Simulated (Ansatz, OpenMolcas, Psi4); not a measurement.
# BCl (SMILES [B]Cl): the vertical electron affinity, rung by rung

BCl: 2 atoms, total charge 0, spin state singlet. As SMILES, `[B]Cl`. The shape is that of a PBE0-D4/def2-TZVP optimisation.

```xyz
2

B     0.0000    0.0000   -0.0697
Cl    0.0000    0.0000    1.6482
```

Each level gives the vertical electron affinity (to the doublet anion) (eV). The values are calculated.

The electron affinity is E(neutral) − E(anion): positive where the electron is bound.

```json
{"level": "SVWN5/def2-TZVPPD", "kind": "LDA", "program": "Ansatz", "value (eV)": "-0.07", "CPU time (all runs)": "11 s"}
{"level": "PBE0/def2-TZVPPD", "kind": "global hybrid", "program": "Psi4", "value (eV)": "-0.15", "CPU time (all runs)": "37 s"}
{"level": "wB97X/def2-TZVPPD", "kind": "range-separated hybrid", "program": "Psi4", "value (eV)": "-0.23", "CPU time (all runs)": "50 s"}
{"level": "PBE-QIDH/def2-TZVPPD", "kind": "double hybrid", "program": "Ansatz", "value (eV)": "-0.23", "CPU time (all runs)": "37 s"}
{"level": "MP2/def2-TZVPPD", "kind": "perturbation theory", "program": "Psi4", "value (eV)": "-0.43", "CPU time (all runs)": "22 s"}
{"level": "CCSD(T)/def2-TZVPPD, open shells restricted", "kind": "coupled cluster or CI", "program": "OpenMolcas", "value (eV)": "-1.11", "CPU time (all runs)": "35 s"}
{"level": "CCSD(T)/def2-TZVPPD", "kind": "coupled cluster or CI", "program": "Ansatz", "value (eV)": "-0.46", "CPU time (all runs)": "27 s"}
{"level": "CCSD/def2-TZVPPD", "kind": "coupled cluster or CI", "program": "Psi4", "value (eV)": "-0.47", "CPU time (all runs)": "2.2 min"}
{"level": "FCI/STO-3G", "kind": "full CI, core frozen", "program": "Ansatz", "value (eV)": "-6.63", "CPU time (all runs)": "0.36 s"}
```

Where it was recorded, the anion's HOMO is positive in SVWN5/def2-TZVPPD, PBE0/def2-TZVPPD, wB97X/def2-TZVPPD, PBE-QIDH/def2-TZVPPD: a fault of the level (basis or self-interaction), which says nothing on whether the real anion is bound. Sets without diffuse functions describe the anion poorly, and affinities from them come out too low, at high levels too. The values span -6.63 to -0.07 eV. The coupled-cluster rows rest on a doubtful reference here (large T1 or Brueckner and Hartree–Fock orbitals at odds), and rows may lie in different states. High-level rows in very small sets aren't better than simpler rows in larger ones. The second state's dipole differs much between rows, so they may not all be the same state. Negative values mean that the anion is unbound at that level; they are set by how diffuse the basis is and aren't properties of the molecule, whose anion may well be bound. Times are those of the runs behind each value, whatever else they computed, on shared processors of several kinds: orders of magnitude only.

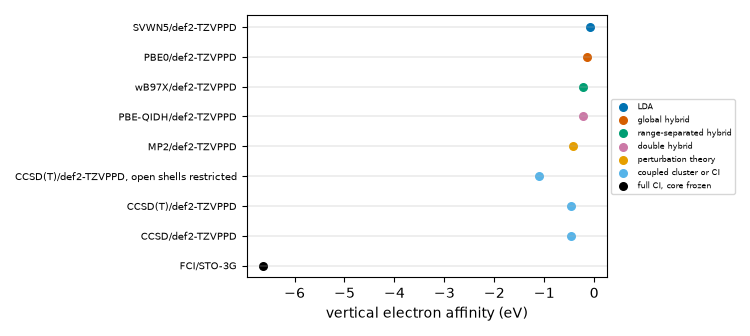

The values of the table, level by level.
